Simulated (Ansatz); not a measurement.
# Fields on a plane of BAs (zinc blende)

```
BAs
1.0
    0.00000     2.40468     2.40468
    2.40468     0.00000     2.40468
    2.40468     2.40468     0.00000
As B
1 1
Direct
  0.75000   0.75000   0.75000
  0.00000   0.00000   0.00000
```

The slice is a {100} plane (indices of the conventional cell) through the point (0.750, 0.750, 0.750) (fractional), spanned by u = [100] and v = [0 1 -1] in vectors of this cell: u (3.40 Å) and v (3.40 Å, at 90° to u). It covers one period; positions are fractions (u, v).

Atoms on it: As at (0.00, 0.00).

Method: PBE (plane waves to 420 eV, PAW, scalar-relativistic; Ansatz, an electronic-structure program). k mesh 12×12×12. Inside the PAW spheres the values are not all-electron values, and peaks at nuclei hang on which shells count as valence. BAs was relaxed with its symmetry unable to fall. The PAW data are Ansatz's earlier set.

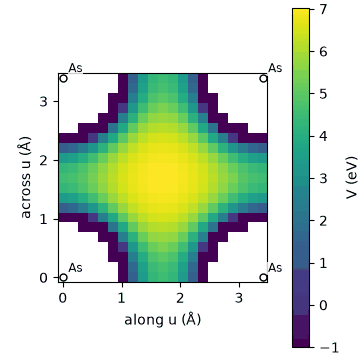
Figure: Electrostatic potential energy of an electron, from the cell's mean, in eV, one period of the plane, atoms marked. Points within 0.9 Å of a nucleus are left white, as the pseudised field means little there. Values under -1 eV are set to -1. The zero, the cell's mean, hangs on the PAW cores.

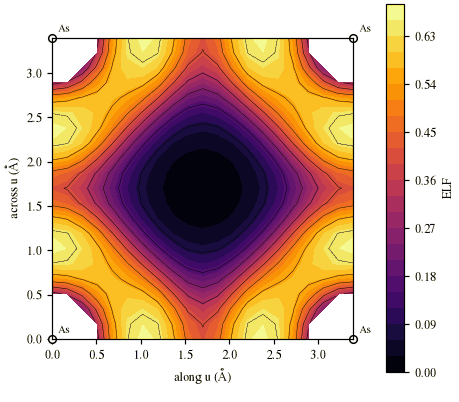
Figure. Electron localisation function (ELF), one period of the plane, atoms marked. Points within 0.4 Å of a nucleus are left white, as the pseudised field means little there.
